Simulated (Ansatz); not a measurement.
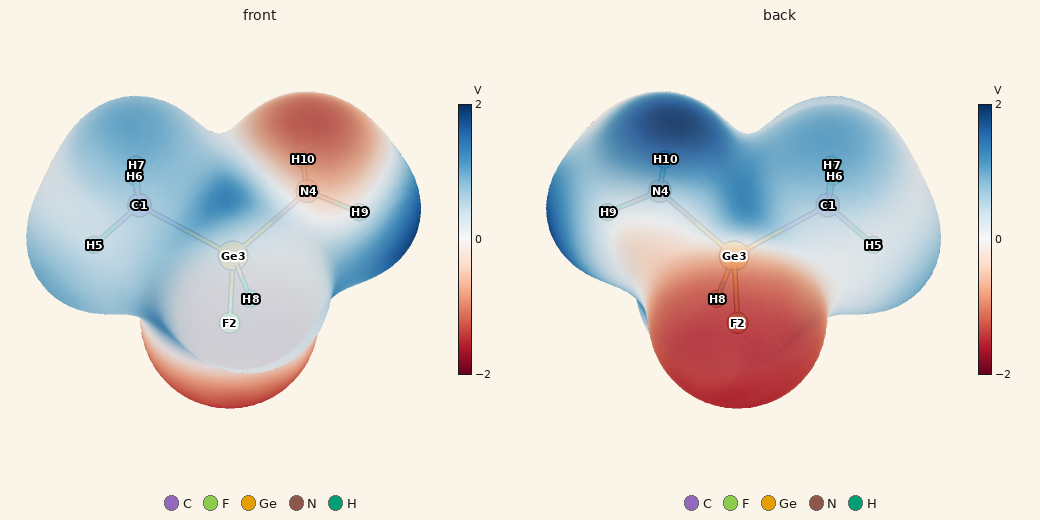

CH6FGeN. The electrostatic potential painted on the density surface at 0.002 e/bohr³, seen from the front and from behind; red is negative and blue positive.

Geometry: PBE0-D3(BJ)/def2-SVP.

These are results of isolated molecule in a Gaussian basis; Kohn-Sham density functional theory, functional PBE0 in Ansatz 0.2.0, not measurements.

```yaml
atoms:
  - { symbol: C, position_ang: [-0.8683, 0.8075, -0.1478] }
  - { symbol: F, position_ang: [-1.3885, -1.7664, 1.1898] }
  - { symbol: Ge, position_ang: [-0.7467, -0.1625, 1.5173] }
  - { symbol: N, position_ang: [0.9831, -0.2644, 2.0517] }
  - { symbol: H, position_ang: [-1.9019, 0.7952, -0.5207] }
  - { symbol: H, position_ang: [-0.2207, 0.3382, -0.9026] }
  - { symbol: H, position_ang: [-0.5495, 1.8499, -0.0056] }
  - { symbol: H, position_ang: [-1.5865, 0.3709, 2.6859] }
  - { symbol: H, position_ang: [1.1514, -0.7299, 2.9387] }
  - { symbol: H, position_ang: [1.6418, -0.6121, 1.3607] }
```

Q: Which sites attract a positive test charge, and which a negative one?

A: A positive charge is drawn to the negative regions and a negative charge to the positive ones. The most negative region (about −1.5 V) lies over F2, the most positive (about +1.8 V) over H9 and H10.
